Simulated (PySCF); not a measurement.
## A study: F3Ga

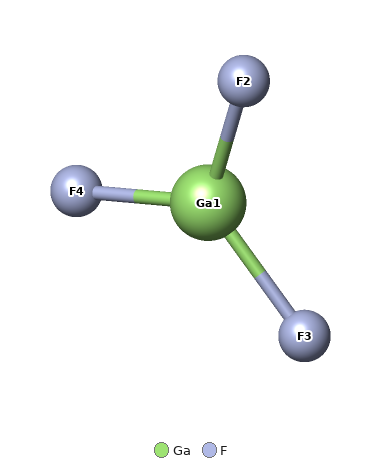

The molecule, with its atoms numbered as below. No frequency check shows the geometry to be a minimum.

Coordinates in Å:

```
Ga1      0.0005    0.0003    0.0000
F2      -0.4496   -1.6729    0.0000
F3      -1.2258    1.2244    0.0000
F4       1.6736    0.4474    0.0000
```

### 1. Bonding charge

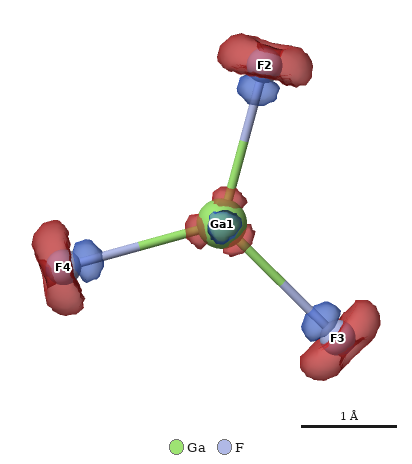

Deformation density (molecule less spherical, spin-averaged free atoms at the same positions), surfaces at ±0.2 e/Å³; red: gain, blue: loss.

Computed with PySCF, PBE0/def2-SVP, geometry: GFN2-xTB.

**How much density has each bond gained at its critical point, relative to the free atoms?**

Ga1–F4, Ga1–F3 and Ga1–F2: −0.01 e/Å³ at the bond critical point (bond length 1.73 Å, Mayer order 1.0); up to 0.6 Å beside the axis the gain reaches +0.10 e/Å³. In all, 1.1 electrons gather in the regions of gain relative to the promolecule. A small or negative value marks a very polar bond, one between electron-rich atoms, whose free-atom densities already overlap strongly, a long bond to a heavier atom, or a closed-shell contact such as a hydrogen bond.

**Where do the Hirshfeld charges lie?**

The highest Hirshfeld charge is on Ga1 (+0.79 e), the lowest on F2, F3 and F4 (−0.26 e).

### 2. Local ionisation energy

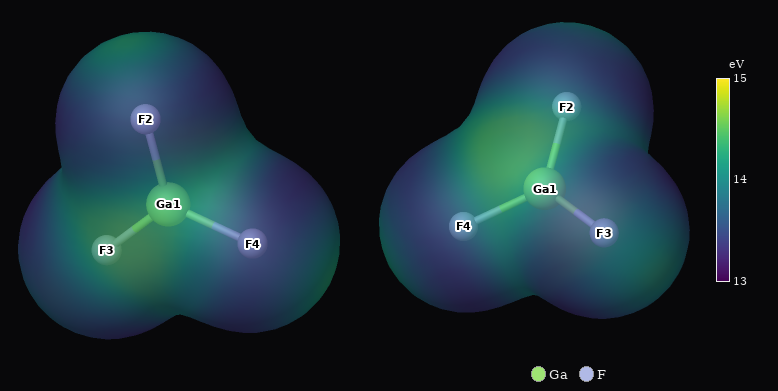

Average local ionisation energy on the surface of electron density 0.001 a.u. (back view left, front view right).

**Where are the most loosely bound electrons on this surface?**

The lowest value is 13.3 eV, 1.6 Å from F2, and at like points elsewhere. For comparison, the highest occupied orbital lies at −11.5 eV.

**What volume does the surface enclose, and what is the dipole moment?**

About 64 Å³; the dipole moment is 0.0 D.

### 3. Removing or adding an electron

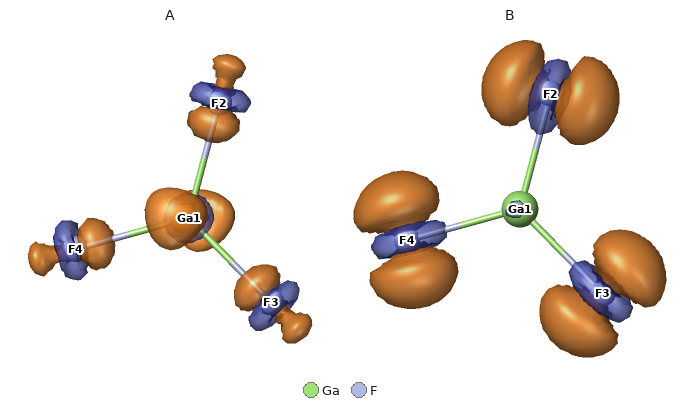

The two Fukui functions at ±0.04 e/Å³ (orange positive, blue negative).

Computed with PySCF, TPSS/def2-SVPD, geometry: GFN2-xTB.

**Which panel is f⁻ (electron removed) and which f⁺ (electron added)?**

A is f⁺, B is f⁻. f⁻ (Hirshfeld-condensed) is largest on F2, F3 and F4 (0.25 each) and Ga1 (0.24); the vertical ionisation energy is 13.66 eV. f⁺ (Hirshfeld-condensed) is largest on Ga1 (0.64); the vertical electron affinity is 0.71 eV (the stability of the anion's solution wasn't checked; the anion's highest orbital has positive energy, so this value and f⁺ depend on the basis).

**What chemical potential and hardness follow from the two energies?**

μ = −(I + A)/2 = −7.19 eV and η = I − A = 12.95 eV.
